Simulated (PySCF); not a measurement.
**CISD/STO-3G run of [NO2]− (nitrite)**

What is the vertical ionisation energy of [NO2]− (nitrite) at CISD/STO-3G? 

Program for the calculation: PySCF 2.14.0.

24 further runs of the same task are left out: 10 that didn't finish, 14 set aside as unsound or not needed.

## (1) The system as given

[NO2]−: 3 atoms, total charge -1, spin state singlet. As SMILES, `O=N[O-]`. Geometry: relaxed at PBE0-D4/def2-TZVPD.

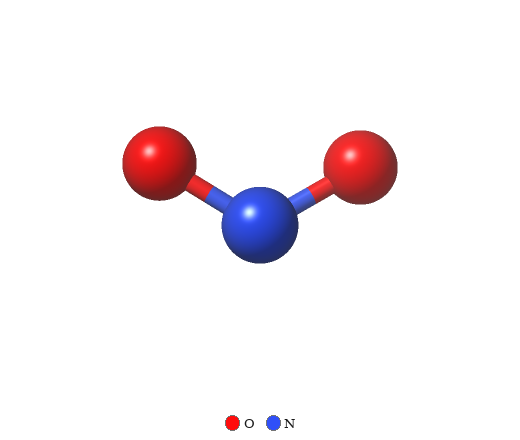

Viewed from a chosen angle; oxygen red, nitrogen blue.

## (2) The energy at CISD/STO-3G

The input, run.py:

```python
from pyscf import gto, ci

molecule = gto.M(
    atom=[
    ('O', (0.322840, 0.992650, 0.287620)),
    ('N', (0.325750, -0.245400, 0.151990)),
    ('O', (-0.648590, -0.747260, -0.439610)),
],
    basis='sto-3g',
    charge=-1,
    max_memory=1860,
    verbose=3,
)

hf = molecule.RHF()
hf.conv_tol = 1e-10
hf.kernel()
if not hf.converged:
    hf = hf.newton().run(hf.mo_coeff, hf.mo_occ)

cisd = ci.CISD(hf, frozen=3)
cisd.kernel()
e_final = cisd.e_tot
print('E = %.10f Eh' % e_final)
```

On the command line:

```console
$ OMP_NUM_THREADS=1 python run.py
```

The program printed:

```text
converged SCF energy = -201.15577243744
E(RCISD) = -201.3121459916878  E_corr = -0.1563735542482121
E = -201.3121459917 Eh
```

Wall time 0.87 s (1 thread of Arm Neoverse V1, shared host); peak memory 0.12 GiB.

## (3) Doublet neutral NO2 at the same level

The input, job.py:

```python
from pyscf import gto, ci

mol = gto.Mole()
mol.atom = [
    ('O', (0.322840, 0.992650, 0.287620)),
    ('N', (0.325750, -0.245400, 0.151990)),
    ('O', (-0.648590, -0.747260, -0.439610)),
]
mol.spin = 1
mol.max_memory = 1860
mol.verbose = 3
mol.basis = 'sto-3g'
mol.build()

hf = mol.UHF()
hf.conv_tol = 1e-10
hf.kernel()
if not hf.converged:
    hf = hf.newton().run(hf.mo_coeff, hf.mo_occ)

cisd = ci.CISD(hf, frozen=3)
cisd.kernel()
etot = cisd.e_tot
print(f'total energy: {etot:.8f} hartree')
```

On the command line:

```console
$ OMP_NUM_THREADS=1 python job.py
```

The program printed:

```text
converged SCF energy = -201.272291285134  <S^2> = 0.77505278  2S+1 = 2.0248978
E(UCISD) = -201.4743416279324  E_corr = -0.2020503427988654
total energy: -201.47434163 hartree
```

Wall time 1 s (1 thread of Arm Neoverse V1, shared host); peak memory 0.12 GiB.

## (4) Summary of results

At CISD/STO-3G, 3 core orbitals frozen:

| quantity | value |
| --- | --- |
| singlet [NO2]−: total energy | -201.31215 Eh |
| singlet [NO2]−: HOMO energy (Hartree–Fock orbitals) | 2.84 eV |
| singlet [NO2]−: LUMO energy (Hartree–Fock orbitals) | 17.57 eV |
| singlet [NO2]−: HOMO–LUMO gap (to an unbound level, set by the basis) | 14.73 eV |
| singlet [NO2]−: correlation energy (3 core orbitals frozen) | -156.4 mEh |
| doublet neutral NO2: total energy | -201.47434 Eh |
| doublet neutral NO2: dipole moment (Hartree–Fock density) | 0.39 D |
| doublet neutral NO2: HOMO energy (Hartree–Fock orbitals) (highest over α and β) | -8.72 eV |
| doublet neutral NO2: LUMO energy (Hartree–Fock orbitals) (lowest over α and β) | 3.56 eV |
| doublet neutral NO2: correlation energy (3 core orbitals frozen) | -202.1 mEh |
| doublet neutral NO2: ⟨S²⟩ of the reference determinant | 0.775 |
| vertical detachment energy (to the doublet neutral) | -4.414 eV |

In words: The species is unbound against losing an electron at this level, by 4.41 eV (−102 kcal/mol); missing correlation or diffuse functions can give that sign where the real anion is bound. In a minimal basis such a difference can be off by several eV, whatever the method. Mulliken charges (singlet [NO2]−) of the mean-field density run from -0.45 on O1 to -0.09 on N2; they depend strongly on the basis. The HOMO (singlet [NO2]−) lies at positive energy, 2.84 eV: the electron is unbound at this level or held by a compact basis; values depend on the basis.
